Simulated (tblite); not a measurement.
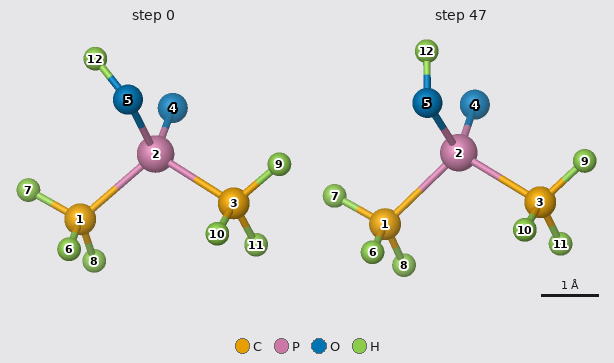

The structure of C2H7O2P before (left) and after (right) a relaxation, at one scale.

The picture is a ball-and-stick view, seen at a tilt.

Computed with tblite 0.8.0, GFN2-xTB geometry optimisation, gas phase. 

Q: Summarise the run.

A: The energy falls by 4.44 kcal/mol in 47 geometry steps. H12 moves most after the best rigid fit: 0.46 Å. Largest moves by element: H 0.46 Å, O 0.15 Å, C 0.10 Å, P 0.07 Å. Among the contacts that change: C1–P2 1.774 → 1.829 Å, P2–O4 1.499 → 1.468 Å, C1–H6 1.104 → 1.085 Å, O5–H12 0.974 → 0.959 Å. Among the angles between lasting bonds that change: P2–O5–H12 113.0° → 107.0°, P2–C1–H7 110.7° → 108.1°, H9–C3–H10 107.4° → 110.0°. Groups turn about P2–O5 by about 40°. Cost: 0.15 s on 1 thread of Arm Neoverse V2, with other jobs on the host.
